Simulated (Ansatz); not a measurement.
Pressure series in Y

Start from Y in the hcp (Mg type) structure (space group P6_3/mmc, No. 194).

```
CELL_PARAMETERS angstrom
      3.65602     0.00000     0.00000
     -1.82801     3.16621     0.00000
      0.00000     0.00000     5.67832
ATOMIC_POSITIONS crystal
  Y  0.33333 0.66667 0.75000
  Y  0.66667 0.33333 0.25000
```

Cell and atoms are relaxed at each pressure.

Method: PBE, PAW, 420 eV (Ansatz, a first-principles code; no spin-orbit coupling).

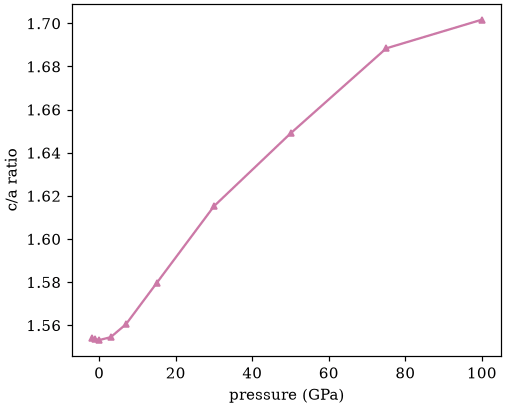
Fig. 1. c/a ratio against pressure

```csv
pressure (GPa),c/a ratio
-2,1.554
-1,1.553
3,1.554
7,1.560
15,1.580
30,1.615
50,1.649
75,1.688
100,1.702
```

Load acts through the strain it causes; cell and atoms are relaxed under it. Whether these cells are dynamically stable was not tested. Competing high-pressure phases were not computed. The final runs are not spin-polarised.
